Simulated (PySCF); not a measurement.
# Geometry relaxation of Si₃NH₇ClF

- system: Si₃NH₇ClF, SMILES F[Si]([SiH3])(Cl)N[SiH3]
- method: PBE0-D3(BJ)/def2-SVP geometry optimisation, gas phase (PySCF 2.14.0)

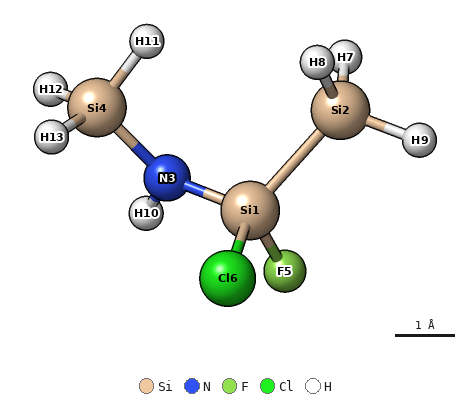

Fig. 1: The input geometry (ball-and-stick view, seen at an oblique angle; atoms are numbered from 1 in the order of the input).

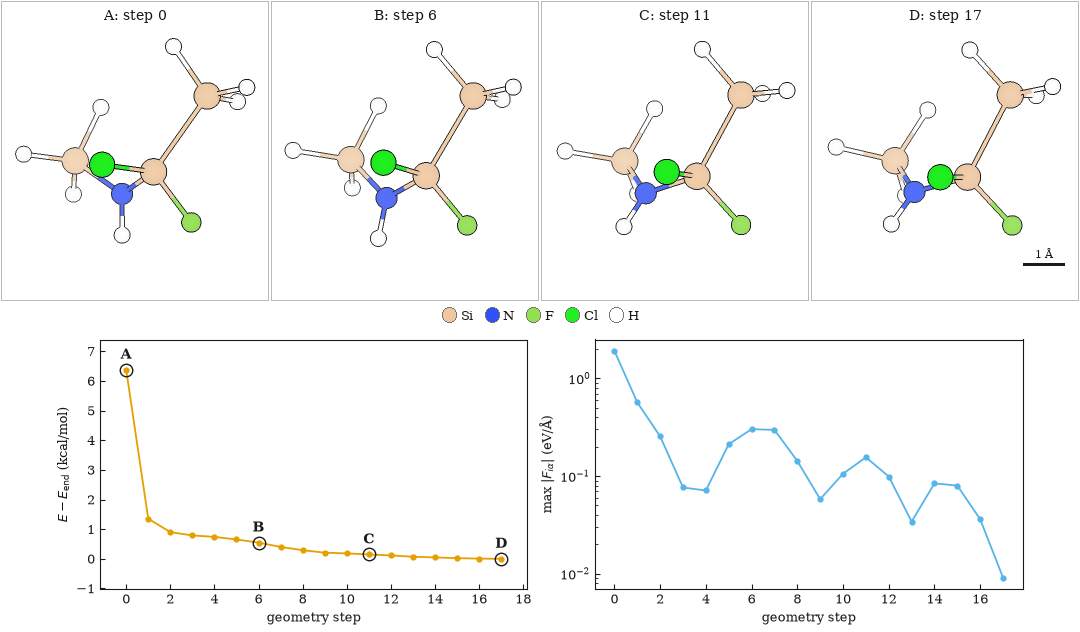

Fig. 2: Frames of the relaxation (ball-and-stick view, seen at a tilt) above the curves, on which the letters mark them (steps are counted from 0).

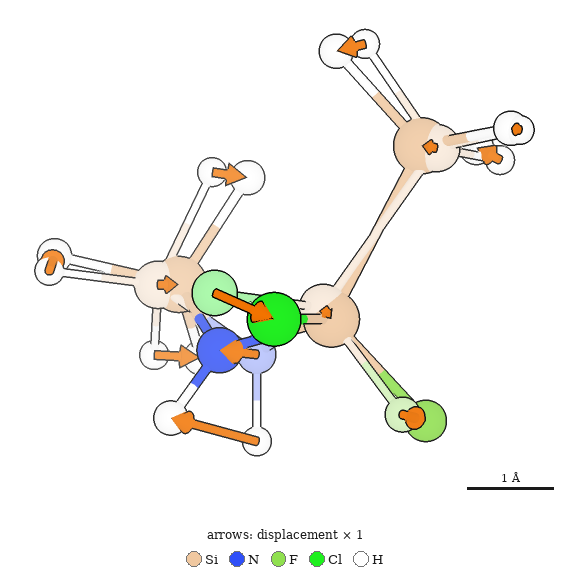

Fig. 3: Start (faint) and end (solid) with the displacements as orange arrows, at true length (ball-and-stick view, seen at a tilt). The two geometries are laid on each other by the best rigid fit. The largest move after the best rigid fit is that of H10, 1.29 Å. By element the largest moves are H 1.29 Å, Cl 0.86 Å, N 0.56 Å, F 0.54 Å, Si 0.25 Å. Among the contacts that change: Si4–H13 1.435 → 1.493 Å, Si1–Cl6 2.014 → 2.069 Å, Si4–H12 1.456 → 1.494 Å, Si2–H9 1.455 → 1.493 Å. Among the angles that change: N3–Si4–H12 105.1° → 112.6°, N3–Si1–F5 103.0° → 110.3°, H12–Si4–H13 113.9° → 108.2°. After 17 geometry steps the energy has fallen by 6.38 kcal/mol. Largest force component: 1.9 eV/Å at the start, 0.0091 eV/Å at the end. (Atoms are counted from 1 in the order of the input.)

These pictures come from the run below.

**The input**
```
{"job": {"xc": "PBE0", "basis": "def2-SVP", "d3": "d3bj", "grid": 2, "kind": "geom", "shake": 0.01}, "charge": 0, "multiplicity": 1}
Si    -0.568500    -1.040301    -0.302875
Si    -2.032608     0.768222    -0.308769
N      0.833761    -0.733805     0.584465
Si     2.085733     0.508506     0.377475
F     -1.233548    -2.275037     0.487232
Cl    -0.161253    -1.799355    -2.122852
H     -2.119753     1.374406     1.025144
H     -1.566449     1.820149    -1.241940
H     -3.382030     0.381521    -0.690095
H      1.141303    -1.510344     1.178249
H      1.291389     1.741690     0.185161
H      2.839043     0.497273     1.623172
H      2.883123     0.249704    -0.786962
```

The first line tells a small driver script what to run in PySCF; the rest is the geometry in Å.

Command:
```bash
OMP_NUM_THREADS=1 python <driver script> task.json out
```

**What the program printed**
```
step   0  E = -1486.42203956  max force = 0.037264
step   1  E = -1486.43004440  max force = 0.011068
step   2  E = -1486.43076747  max force = 0.004959
step   3  E = -1486.43094542  max force = 0.001485
step   4  E = -1486.43102256  max force = 0.001385
step   5  E = -1486.43116307  max force = 0.004122
step   6  E = -1486.43133097  max force = 0.005879
step   7  E = -1486.43156282  max force = 0.005782
step   8  E = -1486.43173708  max force = 0.002778
step   9  E = -1486.43187113  max force = 0.001127
step  10  E = -1486.43191106  max force = 0.002054
step  11  E = -1486.43196904  max force = 0.003028
step  12  E = -1486.43202027  max force = 0.001925
step  13  E = -1486.43209081  max force = 0.000666
step  14  E = -1486.43212788  max force = 0.001638
step  15  E = -1486.43216620  max force = 0.001555
step  16  E = -1486.43219021  max force = 0.000703
step  17  E = -1486.43220272  max force = 0.000177
optimisation converged
```

**Trajectory as extended XYZ (Å, eV, eV/Å), 18 frames, from step=0 to step=17**
```
13
Properties=species:S:1:pos:R:3:forces:R:3 step=0 energy=-40447.60391
Si   -0.5685   -1.0403   -0.3029   -0.3626   0.1986   0.7261
Si   -2.0326    0.7682   -0.3088    0.4414   0.1530  -0.2276
N     0.8338   -0.7338    0.5845    1.3914   0.3843   0.5637
Si    2.0857    0.5085    0.3775   -1.9162  -0.5451   0.4474
F    -1.2335   -2.2750    0.4872   -0.5381  -0.4600   0.3404
Cl   -0.1613   -1.7994   -2.1229    0.1244  -0.2227  -1.2062
H    -2.1197    1.3744    1.0251    0.0957   0.1021   0.5332
H    -1.5664    1.8201   -1.2419    0.1303   0.1419  -0.2033
H    -3.3820    0.3815   -0.6901   -0.6658  -0.3258  -0.2837
H     1.1413   -1.5103    1.1783   -0.2225   0.0803  -0.2314
H     1.2914    1.7417    0.1852    0.1353   0.4315  -0.0590
H     2.8390    0.4973    1.6232    0.5223   0.1494   0.4634
H     2.8831    0.2497   -0.7870    0.8642  -0.0874  -0.8632
13
Properties=species:S:1:pos:R:3:forces:R:3 step=1 energy=-40447.82173
Si   -0.6368   -1.3519   -0.4551   -0.1506   0.0236  -0.5691
Si   -2.0445    0.5125   -0.5789    0.0778  -0.0259   0.1119
N     0.8692   -1.0562    0.2989   -0.0370  -0.0610   0.1278
Si    2.0178    0.2449    0.0835    0.1800   0.0321   0.1339
F    -1.3612   -2.5537    0.3661    0.1369   0.0853  -0.0740
Cl   -0.3670   -2.0487   -2.4143   -0.1009   0.0438   0.3612
H    -2.1091    1.1083    0.7917   -0.0653   0.0449  -0.0408
H    -1.5164    1.5257   -1.5420    0.0367  -0.0461   0.0232
H    -3.4032    0.0796   -1.0198    0.0110  -0.0204   0.0153
H     1.2257   -1.8703    0.7976    0.0668  -0.0002   0.0154
H     1.2864    1.5300   -0.1314   -0.0783  -0.0906   0.0015
H     2.8564    0.3245    1.3184   -0.0737   0.0308  -0.0017
H     2.9470    0.0339   -1.0626   -0.0033  -0.0164  -0.1046
13
Properties=species:S:1:pos:R:3:forces:R:3 step=2 energy=-40447.84141
Si   -0.6234   -1.3530   -0.4630   -0.0310  -0.0846  -0.2550
Si   -2.0022    0.5267   -0.5654    0.0406   0.0200   0.0612
N     0.8770   -1.0915    0.3209   -0.0058  -0.0072   0.0400
Si    1.9856    0.2387    0.0806    0.1287  -0.0075   0.0744
F    -1.3573   -2.5552    0.3422    0.0054  -0.0076  -0.0024
Cl   -0.3654   -2.0515   -2.4110   -0.0538   0.0458   0.1902
H    -2.0910    1.1299    0.7997   -0.0288   0.0161  -0.0209
H    -1.4405    1.5287   -1.5180    0.0125  -0.0059  -0.0064
H    -3.3578    0.1088   -1.0280   -0.0004  -0.0186   0.0011
H     1.2451   -1.9025    0.8178   -0.0084   0.0206  -0.0564
H     1.1733    1.4697   -0.1447   -0.0285  -0.0021  -0.0150
H     2.8221    0.3809    1.3086   -0.0219   0.0249   0.0002
H     2.8987    0.0491   -1.0873   -0.0087   0.0062  -0.0108
13
Properties=species:S:1:pos:R:3:forces:R:3 step=3 energy=-40447.84625
Si   -0.6275   -1.3526   -0.4765    0.0430   0.0112  -0.0342
Si   -2.0003    0.5296   -0.5619    0.0147   0.0186   0.0115
N     0.8804   -1.0912    0.2994    0.0459   0.0101   0.0007
Si    2.0011    0.2379    0.0944   -0.0764   0.0000  -0.0171
F    -1.3497   -2.5523    0.3416   -0.0261  -0.0386   0.0316
Cl   -0.4089   -2.0653   -2.4129   -0.0098   0.0134   0.0357
H    -2.0906    1.1546    0.7921   -0.0048   0.0011  -0.0021
H    -1.4413    1.5169   -1.5312    0.0020   0.0094  -0.0107
H    -3.3571    0.1020   -1.0128   -0.0050  -0.0032  -0.0067
H     1.2470   -1.9076    0.7862   -0.0005  -0.0485  -0.0305
H     1.1735    1.4585   -0.1358    0.0154   0.0294  -0.0149
H     2.8114    0.3824    1.3380   -0.0015  -0.0002   0.0055
H     2.9263    0.0657   -1.0683    0.0029  -0.0027   0.0313
13
Properties=species:S:1:pos:R:3:forces:R:3 step=4 energy=-40447.84835
Si   -0.6273   -1.3582   -0.4799    0.0133   0.0219   0.0659
Si   -1.9870    0.5344   -0.5592    0.0020   0.0120  -0.0182
N     0.8835   -1.1022    0.2925    0.0327   0.0104  -0.0186
Si    1.9911    0.2394    0.0986   -0.0712   0.0038  -0.0008
F    -1.3509   -2.5558    0.3418   -0.0190  -0.0169   0.0160
Cl   -0.4257   -2.0718   -2.4133    0.0043  -0.0083  -0.0297
H    -2.0762    1.1668    0.7911    0.0045  -0.0032   0.0045
H    -1.4236    1.5146   -1.5341   -0.0061   0.0034  -0.0022
H    -3.3462    0.1109   -1.0082   -0.0014   0.0040  -0.0052
H     1.2541   -1.9239    0.7678    0.0098  -0.0259  -0.0343
H     1.1557    1.4549   -0.1380    0.0150   0.0008  -0.0055
H     2.7892    0.3907    1.3491    0.0045   0.0039   0.0077
H     2.9274    0.0787   -1.0558    0.0115  -0.0059   0.0205
13
Properties=species:S:1:pos:R:3:forces:R:3 step=5 energy=-40447.85217
Si   -0.6301   -1.3704   -0.4881   -0.0392   0.0557   0.2120
Si   -1.9603    0.5461   -0.5585   -0.0202  -0.0109  -0.0529
N     0.8930   -1.1260    0.2640   -0.0146  -0.0306  -0.0443
Si    1.9718    0.2426    0.1161   -0.0174   0.0194   0.0309
F    -1.3542   -2.5597    0.3495    0.0029   0.0318  -0.0246
Cl   -0.4757   -2.0918   -2.4163    0.0232  -0.0473  -0.1219
H    -2.0331    1.1980    0.7829    0.0166  -0.0084   0.0119
H    -1.3953    1.5065   -1.5532   -0.0095  -0.0036   0.0095
H    -3.3291    0.1342   -0.9921    0.0058   0.0114   0.0014
H     1.2771   -1.9629    0.7016    0.0293   0.0121  -0.0318
H     1.1223    1.4470   -0.1304   -0.0034  -0.0282   0.0058
H     2.7343    0.3986    1.3886    0.0051   0.0095   0.0048
H     2.9434    0.1162   -1.0116    0.0213  -0.0109  -0.0005
13
Properties=species:S:1:pos:R:3:forces:R:3 step=6 energy=-40447.85674
Si   -0.6355   -1.3842   -0.4989   -0.0667   0.0787   0.3023
Si   -1.9245    0.5627   -0.5628   -0.0400  -0.0281  -0.0688
N     0.9083   -1.1588    0.2160   -0.0531  -0.0685  -0.0744
Si    1.9460    0.2451    0.1470    0.0390   0.0376   0.0576
F    -1.3598   -2.5585    0.3629    0.0134   0.0688  -0.0590
Cl   -0.5482   -2.1221   -2.4213    0.0335  -0.0752  -0.1751
H    -1.9618    1.2411    0.7667    0.0222  -0.0114   0.0146
H    -1.3630    1.4934   -1.5879   -0.0072  -0.0085   0.0186
H    -3.3090    0.1701   -0.9653    0.0103   0.0120   0.0087
H     1.3170   -2.0153    0.5899    0.0428   0.0424  -0.0214
H     1.0720    1.4307   -0.1065   -0.0154  -0.0460   0.0117
H     2.6544    0.3992    1.4514    0.0005   0.0124   0.0012
H     2.9683    0.1752   -0.9390    0.0208  -0.0142  -0.0162
13
Properties=species:S:1:pos:R:3:forces:R:3 step=7 energy=-40447.86305
Si   -0.6438   -1.3968   -0.5151   -0.0643   0.0780   0.2973
Si   -1.8794    0.5860   -0.5757   -0.0546  -0.0402  -0.0537
N     0.9350   -1.1989    0.1271   -0.0738  -0.1046  -0.1058
Si    1.9133    0.2445    0.2044    0.0819   0.0548   0.0773
F    -1.3637   -2.5448    0.3872    0.0068   0.0935  -0.0748
Cl   -0.6603   -2.1681   -2.4271    0.0374  -0.0808  -0.1608
H    -1.8489    1.3042    0.7329    0.0153  -0.0112   0.0096
H    -1.3368    1.4697   -1.6514    0.0066  -0.0098   0.0241
H    -3.2876    0.2189   -0.9156    0.0129   0.0073   0.0129
H     1.3860   -2.0769    0.3857    0.0443   0.0627  -0.0002
H     1.0079    1.4052   -0.0501   -0.0161  -0.0452   0.0080
H     2.5319    0.3708    1.5577   -0.0071   0.0133  -0.0028
H     3.0106    0.2648   -0.8077    0.0107  -0.0178  -0.0312
13
Properties=species:S:1:pos:R:3:forces:R:3 step=8 energy=-40447.86779
Si   -0.6487   -1.3951   -0.5186   -0.0341   0.0349   0.1428
Si   -1.8698    0.5947   -0.5853   -0.0361  -0.0268  -0.0179
N     0.9470   -1.2103    0.0827   -0.0512  -0.0748  -0.0811
Si    1.9059    0.2412    0.2340    0.0687   0.0349   0.0542
F    -1.3725   -2.5265    0.3996   -0.0024   0.0703  -0.0457
Cl   -0.6978   -2.1888   -2.4275    0.0276  -0.0453  -0.0636
H    -1.8087    1.3248    0.7159    0.0013  -0.0041   0.0036
H    -1.3351    1.4607   -1.6784    0.0120  -0.0035   0.0182
H    -3.2862    0.2365   -0.8967    0.0088   0.0009   0.0087
H     1.4204   -2.0917    0.2820    0.0286   0.0408   0.0041
H     0.9919    1.3947   -0.0166   -0.0124  -0.0245   0.0028
H     2.4857    0.3456    1.6065   -0.0108   0.0087  -0.0027
H     3.0321    0.2929   -0.7455    0.0000  -0.0114  -0.0233
13
Properties=species:S:1:pos:R:3:forces:R:3 step=9 energy=-40447.87144
Si   -0.6536   -1.3883   -0.5217    0.0089  -0.0233  -0.0580
Si   -1.8638    0.6049   -0.5945    0.0000  -0.0022   0.0183
N     0.9616   -1.2199    0.0275    0.0085  -0.0029  -0.0240
Si    1.9027    0.2335    0.2677    0.0100   0.0015   0.0021
F    -1.3879   -2.4937    0.4155   -0.0194   0.0147   0.0202
Cl   -0.7326   -2.2163   -2.4227    0.0108   0.0049   0.0411
H    -1.7777    1.3454    0.6996   -0.0113   0.0001   0.0001
H    -1.3330    1.4553   -1.7004    0.0083   0.0083   0.0056
H    -3.2860    0.2520   -0.8798   -0.0006  -0.0048  -0.0025
H     1.4610   -2.0997    0.1551   -0.0008  -0.0032  -0.0019
H     0.9801    1.3799    0.0214    0.0006   0.0099   0.0010
H     2.4356    0.3102    1.6608   -0.0055  -0.0004  -0.0007
H     3.0578    0.3152   -0.6764   -0.0095  -0.0028  -0.0012
13
Properties=species:S:1:pos:R:3:forces:R:3 step=10 energy=-40447.87252
Si   -0.6557   -1.3841   -0.5256    0.0129  -0.0390  -0.1056
Si   -1.8600    0.6119   -0.5991    0.0109   0.0040   0.0238
N     0.9722   -1.2226   -0.0151    0.0336   0.0179  -0.0084
Si    1.9016    0.2272    0.2890   -0.0179  -0.0045  -0.0118
F    -1.3915   -2.4697    0.4325   -0.0201  -0.0007   0.0428
Cl   -0.7635   -2.2389   -2.4148    0.0064   0.0203   0.0641
H    -1.7622    1.3612    0.6890   -0.0130  -0.0024   0.0010
H    -1.3351    1.4536   -1.7142    0.0057   0.0104   0.0024
H    -3.2849    0.2582   -0.8680   -0.0028  -0.0037  -0.0085
H     1.4858   -2.1000    0.0613   -0.0113  -0.0147  -0.0038
H     0.9794    1.3751    0.0493    0.0059   0.0172   0.0006
H     2.4011    0.2770    1.6957   -0.0004  -0.0034  -0.0003
H     3.0770    0.3297   -0.6277   -0.0097  -0.0013   0.0036
13
Properties=species:S:1:pos:R:3:forces:R:3 step=11 energy=-40447.87410
Si   -0.6588   -1.3688   -0.5357   -0.0062  -0.0712  -0.1557
Si   -1.8589    0.6280   -0.6100    0.0235   0.0121   0.0208
N     0.9998   -1.2137   -0.1380    0.0734   0.0385   0.0282
Si    1.9047    0.2049    0.3422   -0.0567  -0.0036  -0.0248
F    -1.3835   -2.3977    0.4912   -0.0033  -0.0208   0.0682
Cl   -0.8466   -2.3026   -2.3808    0.0065   0.0475   0.0798
H    -1.7405    1.3991    0.6632   -0.0104  -0.0092   0.0065
H    -1.3548    1.4537   -1.7464   -0.0002   0.0120  -0.0015
H    -3.2874    0.2632   -0.8409   -0.0061   0.0044  -0.0204
H     1.5427   -2.0739   -0.2047   -0.0312  -0.0277  -0.0072
H     0.9989    1.3716    0.1331    0.0097   0.0256   0.0000
H     2.3181    0.1630    1.7771    0.0085  -0.0094  -0.0013
H     3.1304    0.3518   -0.4981   -0.0075   0.0018   0.0074
13
Properties=species:S:1:pos:R:3:forces:R:3 step=12 energy=-40447.87550
Si   -0.6584   -1.3752   -0.5323   -0.0019  -0.0352  -0.0990
Si   -1.8572    0.6232   -0.6051    0.0184   0.0101   0.0092
N     0.9954   -1.2173   -0.1151    0.0396   0.0435   0.0264
Si    1.9018    0.2130    0.3251   -0.0411  -0.0162  -0.0192
F    -1.3881   -2.4065    0.4896    0.0033  -0.0183   0.0404
Cl   -0.8263   -2.3000   -2.3812   -0.0100   0.0216   0.0527
H    -1.7551    1.3803    0.6779   -0.0074  -0.0100   0.0066
H    -1.3389    1.4619   -1.7258   -0.0019   0.0083   0.0002
H    -3.2834    0.2634   -0.8593   -0.0027   0.0033  -0.0171
H     1.5322   -2.0831   -0.1511   -0.0120  -0.0195  -0.0060
H     0.9907    1.3758    0.1137    0.0065   0.0082  -0.0009
H     2.3389    0.1902    1.7532    0.0089  -0.0036  -0.0005
H     3.1126    0.3529   -0.5373    0.0003   0.0076   0.0072
13
Properties=species:S:1:pos:R:3:forces:R:3 step=13 energy=-40447.87742
Si   -0.6576   -1.3817   -0.5313   -0.0053   0.0229   0.0342
Si   -1.8520    0.6207   -0.6014    0.0006   0.0034  -0.0145
N     1.0003   -1.2159   -0.1311   -0.0087   0.0191   0.0053
Si    1.8958    0.2177    0.3172   -0.0077  -0.0142  -0.0039
F    -1.3797   -2.3941    0.5169    0.0179  -0.0072  -0.0075
Cl   -0.8371   -2.3283   -2.3613   -0.0215  -0.0209  -0.0191
H    -1.7721    1.3594    0.6938   -0.0013  -0.0116   0.0075
H    -1.3178    1.4771   -1.7017   -0.0019   0.0003   0.0050
H    -3.2746    0.2666   -0.8851    0.0021   0.0049  -0.0107
H     1.5383   -2.0806   -0.1779    0.0099   0.0013   0.0010
H     0.9796    1.3795    0.1196   -0.0002  -0.0095   0.0000
H     2.3395    0.1852    1.7432    0.0076   0.0014  -0.0005
H     3.1018    0.3730   -0.5486    0.0084   0.0100   0.0031
13
Properties=species:S:1:pos:R:3:forces:R:3 step=14 energy=-40447.87842
Si   -0.6574   -1.3839   -0.5303   -0.0045   0.0422   0.0842
Si   -1.8523    0.6188   -0.6014   -0.0073  -0.0020  -0.0199
N     1.0060   -1.2101   -0.1549   -0.0240  -0.0036  -0.0129
Si    1.8943    0.2194    0.3178    0.0105  -0.0022   0.0078
F    -1.3664   -2.3815    0.5417    0.0197   0.0003  -0.0252
Cl   -0.8564   -2.3550   -2.3428   -0.0183  -0.0320  -0.0450
H    -1.7867    1.3448    0.7018    0.0002  -0.0084   0.0059
H    -1.3087    1.4864   -1.6885    0.0017  -0.0033   0.0071
H    -3.2719    0.2681   -0.9043    0.0040   0.0036  -0.0051
H     1.5487   -2.0703   -0.2251    0.0133   0.0102   0.0051
H     0.9757    1.3821    0.1382   -0.0058  -0.0130   0.0005
H     2.3382    0.1668    1.7434    0.0038   0.0017  -0.0005
H     3.1011    0.3931   -0.5432    0.0069   0.0065  -0.0020
13
Properties=species:S:1:pos:R:3:forces:R:3 step=15 energy=-40447.87947
Si   -0.6563   -1.3859   -0.5269   -0.0017   0.0338   0.0799
Si   -1.8539    0.6152   -0.6022   -0.0105  -0.0046  -0.0141
N     1.0131   -1.2018   -0.1837   -0.0247  -0.0170  -0.0231
Si    1.8922    0.2225    0.3197    0.0232   0.0094   0.0145
F    -1.3476   -2.3691    0.5701    0.0132   0.0048  -0.0265
Cl   -0.8786   -2.3865   -2.3206   -0.0091  -0.0245  -0.0422
H    -1.8068    1.3247    0.7109   -0.0013  -0.0018   0.0016
H    -1.2957    1.4951   -1.6717    0.0059  -0.0041   0.0065
H    -3.2688    0.2690   -0.9307    0.0031  -0.0001   0.0007
H     1.5637   -2.0540   -0.2838    0.0090   0.0100   0.0067
H     0.9651    1.3822    0.1669   -0.0072  -0.0093   0.0026
H     2.3409    0.1439    1.7428   -0.0012   0.0006  -0.0011
H     3.0968    0.4232   -0.5386    0.0013   0.0028  -0.0056
13
Properties=species:S:1:pos:R:3:forces:R:3 step=16 energy=-40447.88012
Si   -0.6550   -1.3872   -0.5223    0.0026   0.0130   0.0361
Si   -1.8577    0.6103   -0.6029   -0.0065  -0.0038  -0.0041
N     1.0179   -1.1941   -0.2017   -0.0107  -0.0135  -0.0170
Si    1.8919    0.2268    0.3207    0.0156   0.0092   0.0096
F    -1.3326   -2.3632    0.5889    0.0047   0.0026  -0.0140
Cl   -0.8905   -2.4073   -2.3051   -0.0009  -0.0060  -0.0187
H    -1.8290    1.3077    0.7173   -0.0027   0.0031  -0.0018
H    -1.2842    1.4992   -1.6565    0.0058  -0.0022   0.0035
H    -3.2672    0.2664   -0.9548    0.0010  -0.0029   0.0030
H     1.5750   -2.0395   -0.3216    0.0019   0.0030   0.0044
H     0.9542    1.3810    0.1953   -0.0052  -0.0027   0.0044
H     2.3530    0.1275    1.7386   -0.0023  -0.0013  -0.0007
H     3.0885    0.4509   -0.5435   -0.0032   0.0015  -0.0046
13
Properties=species:S:1:pos:R:3:forces:R:3 step=17 energy=-40447.88046
Si   -0.6531   -1.3890   -0.5181    0.0044  -0.0044  -0.0045
Si   -1.8599    0.6054   -0.6033   -0.0019  -0.0025   0.0037
N     1.0209   -1.1901   -0.2069    0.0025  -0.0042  -0.0073
Si    1.8907    0.2320    0.3205    0.0029   0.0034   0.0026
F    -1.3228   -2.3655    0.5968   -0.0019  -0.0005  -0.0021
Cl   -0.8930   -2.4155   -2.2987    0.0048   0.0091   0.0029
H    -1.8458    1.2977    0.7199   -0.0035   0.0043  -0.0030
H    -1.2741    1.4983   -1.6466    0.0030  -0.0003   0.0005
H    -3.2650    0.2619   -0.9721   -0.0008  -0.0040   0.0028
H     1.5821   -2.0316   -0.3337   -0.0028  -0.0029   0.0012
H     0.9401    1.3779    0.2195   -0.0013   0.0026   0.0051
H     2.3697    0.1206    1.7313   -0.0007  -0.0025  -0.0002
H     3.0743    0.4765   -0.5562   -0.0046   0.0020  -0.0018
```

**Key numbers**

| quantity | value |
| --- | --- |
| outcome | converged |
| total energy | −1486.432203 hartree |
| dipole moment | 2.02 D |
| point group | C1 |
| hardware | 1 CPU thread, shared host |
| wall time | 3.8 min |
| peak memory | 0.68 GiB |
